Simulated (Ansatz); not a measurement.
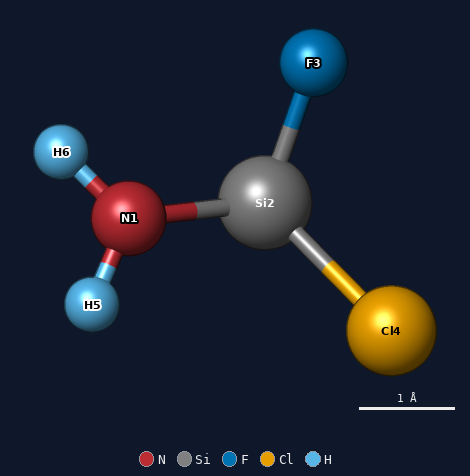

The input geometry of run 1 (ball-and-stick view, seen at a tilt; atoms are numbered from 1 in the order of the input). Bond lengths as drawn: Cl–Si 2.06 Å, F–Si 1.60 Å, H–N 1.01 Å and N–Si 1.70 Å.

# What a change does: single-point calculation on SiNH2ClF

System: SiNH2ClF, multiplicity 2, SMILES N[Si](F)Cl.
Method of run 1: UKS SPW92/def2-TZVPP (Ansatz 0.2.0).

The geometry comes from this level: PBE0-D4/def2-TZVP. Text and figures count atoms from 1; the logs count them from 0 in places.

The input, run 1:
```yaml
crystal:
  periodic: [false, false, false]
  atoms:
    - {symbol: N, position_ang: [-0.453538, 0.751320, 0.053092]}
    - {symbol: Si, position_ang: [0.437560, -0.601125, -0.475818]}
    - {symbol: F, position_ang: [1.950745, -0.348061, -0.031281]}
    - {symbol: Cl, position_ang: [-0.315600, -2.258435, 0.480816]}
    - {symbol: H, position_ang: [-1.460564, 0.711490, 0.073428]}
    - {symbol: H, position_ang: [-0.116403, 1.680811, -0.146538]}
basis:
  gaussian: {orbitals: def2-TZVPP}
magnetization: {spin_polarized: true, initial_magnetization: 1}
hamiltonian: {xc: lda}
output: {orbitals: {seedname: orbitals}}
```

Hardware: 2 CPU threads, shared host.

Output (run 1):
```
Functional definition: SPW92
  exchange = slater_x
  correlation = pw_c
1011 factors; their error is unknown
mean field evaluation 1: about -24532.6294 eV, gradient 5.6e1 eV
mean field evaluation 2: about -24483.4896 eV, gradient 1.0e2 eV
mean field evaluation 4: about -24543.3042 eV, gradient 1.1e1 eV
mean field evaluation 8: about -24543.6910 eV, gradient 2.3e-1 eV
mean field evaluation 16: about -24543.6687 eV, gradient 2.2e-3 eV
mean field -24543.66869687 eV, -901.9631883140 hartree, gradient 3.9e-5 eV, S^2 0.751054; 0 other end points of the search recorded, 0 dependent functions left out
reference -24543.66872869 eV, -901.9631894833 hartree; 25, 24 occupied and 149, 150 virtual orbitals, 1011 factors
Total energy: -24543.66872869 eV, -901.9631894833 hartree
```

Run 2 used a changed input.

The two runs side by side:

```tsv
quantity	run 1	run 2
outcome	converged	converged
total energy (hartree)	−901.963189	−904.500757
HOMO (eV)	−5.01	−9.58
LUMO (eV)	−3.78	1.44
⟨S²⟩	0.751	0.755
basis functions	174	174
wall time (shared host)	2.6 s	2.5 min
```

Which change of the input explains these differences?

The change (lines with − go, lines with + come):
```diff
-hamiltonian: {xc: lda}
+correlation: {method: ccsd_t}
+scf: {omitted_lower_state_checks: [cluster_reference]}
```

The total energies belong to different methods, so their difference says nothing on which is more stable or more accurate. The HOMO goes from −5.01 to −9.58 eV. The LUMO goes from −3.78 to 1.44 eV.

Output (run 2):
```
Functional definition: HF
  exchange = exact_x
  correlation = 0
these checks for a lower state are left out or cut short: cluster_reference
1052 factors; integrals over basis functions are off by at most 1.4e-3 eV
mean field evaluation 1: about -24587.3458 eV, gradient 2.9e1 eV
mean field evaluation 2: about -24587.3508 eV, gradient 2.9e1 eV
mean field evaluation 4: about -24590.8334 eV, gradient 2.6e0 eV
mean field evaluation 8: about -24590.9320 eV, gradient 1.8e-1 eV
mean field -24590.93266154 eV, -903.7001069788 hartree, gradient 8.4e-6 eV, S^2 0.755463; 0 other end points of the search recorded, 0 dependent functions left out
12 core orbitals not correlated: weight in the atoms' cores, before any rotation towards them, 1.000 or more for the frozen orbitals, at most 0.000 for the correlated occupied ones
reference -24590.93266154 eV, -903.7001069788 hartree; 13, 12 occupied and 149, 150 virtual orbitals, 1052 factors
second order -20.26401137 eV of doubles, -0.00000000 eV of singles
cycle   1  -20.51106409 eV  change   -2.5e-1 eV  update   8.9e-2
cycle   2  -20.91751370 eV  change   -4.1e-1 eV  update   2.7e-2
cycle   3  -21.02187189 eV  change   -1.0e-1 eV  update   1.6e-2
cycle   4  -21.01396894 eV  change    7.9e-3 eV  update   5.2e-3
cycle   5  -21.01073224 eV  change    3.2e-3 eV  update   2.6e-3
cycle   6  -21.01202494 eV  change   -1.3e-3 eV  update   1.1e-3
cycle   7  -21.01200619 eV  change    1.9e-5 eV  update   4.6e-4
cycle   8  -21.01206443 eV  change   -5.8e-5 eV  update   1.9e-4
cycle   9  -21.01212290 eV  change   -5.8e-5 eV  update   8.0e-5
cycle  10  -21.01207615 eV  change    4.7e-5 eV  update   3.7e-5
cycle  11  -21.01209350 eV  change   -1.7e-5 eV  update   1.6e-5
perturbative correction -0.77469106 eV, -0.0284693714 hartree
Total energy: -24612.71944611 eV, -904.5007565440 hartree
Checks for a lower state left out: cluster_reference
```
